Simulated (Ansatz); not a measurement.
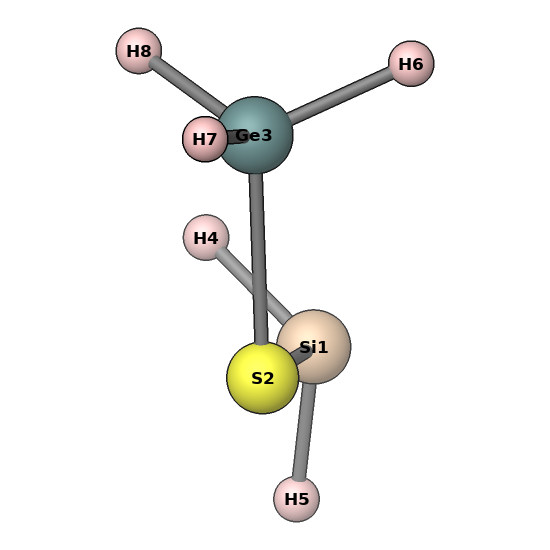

Si1 lies behind S2. The molecule seen a little off the S2–Si1 bond, S2 in front. Distant atoms are faded towards the background colour. Charge 0, doublet. The computed structure is the end point of a PBE-D4/def2-SVP optimisation. No frequency run is at hand to confirm it as a minimum.

What is the torsion angle Ge3–S2–Si1–H4? The sign is positive where the front bond must turn clockwise to cover the back bond.

Answer. −51°, synclinal (gauche).
